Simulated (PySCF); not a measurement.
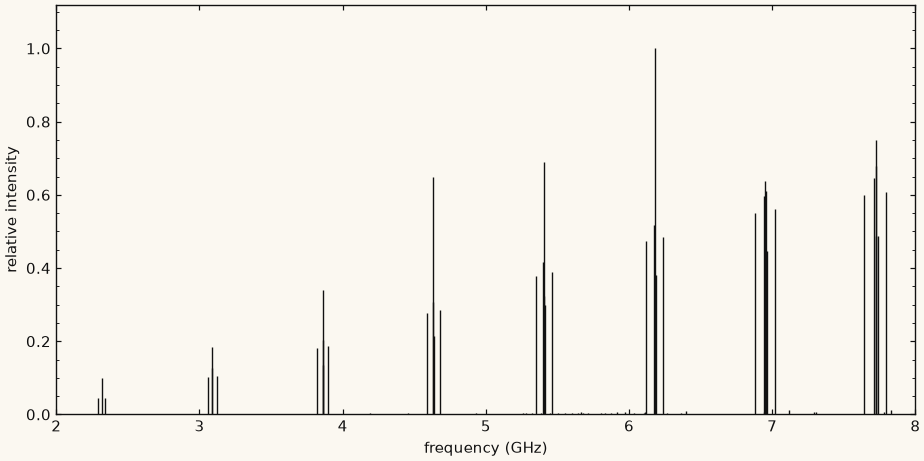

Simulated rotational absorption lines between 2 and 8 GHz at 1.5 K: rigid rotor with the equilibrium constants and dipole of one optimised conformer (PBE0-D3(BJ)/def2-SVP, PySCF), commonest isotopes; no centrifugal distortion, hyperfine structure, internal rotation or nuclear-spin weights; lines within 1 MHz of each other are summed.

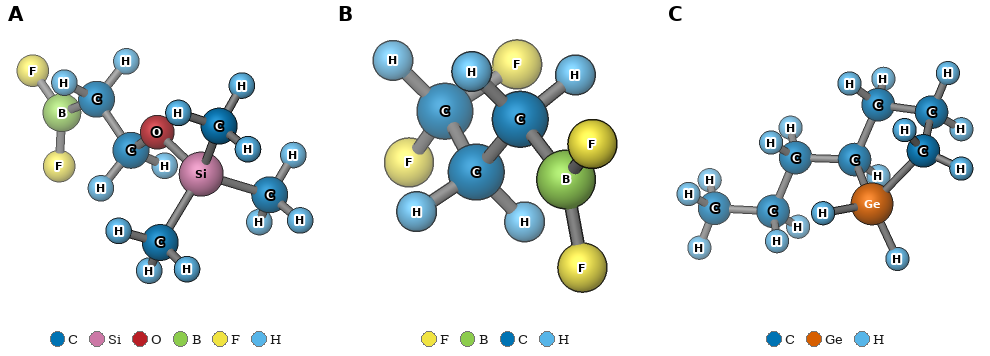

### Which molecule gives this spectrum? Choose among the lettered structures.

Structure A, C₅H₁₃BF₂OSi, SMILES C[Si](C)(C)OCCB(F)F. Rotational constants A, B, C = 2.305, 0.3939, 0.3786 GHz, |μa|, |μb|, |μc| = 1.75, 0.28, 0.08 D.

Caveats: coarse grid, loose stop and no frequency check, small forces are noise and the end may be a saddle.
